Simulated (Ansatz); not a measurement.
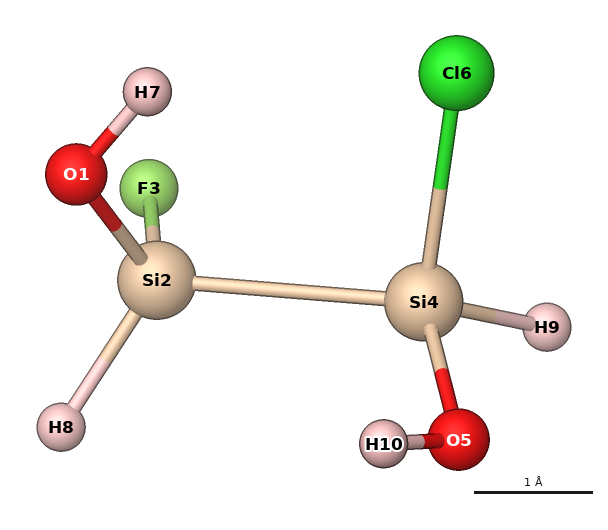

The geometry was computed by an optimisation with PBE-D4/def2-SVP. No frequency run is at hand to confirm it as a minimum.

Find the hydrogen bonds (donors O, N, F, S or Cl) and give their geometry.

| D–H···A | D–H (Å) | H···A (Å) | angle (°) | kind |
| --- | --- | --- | --- | --- |
| O1–H7···Cl6 | 0.98 | 2.64 | 130 | intramolecular |
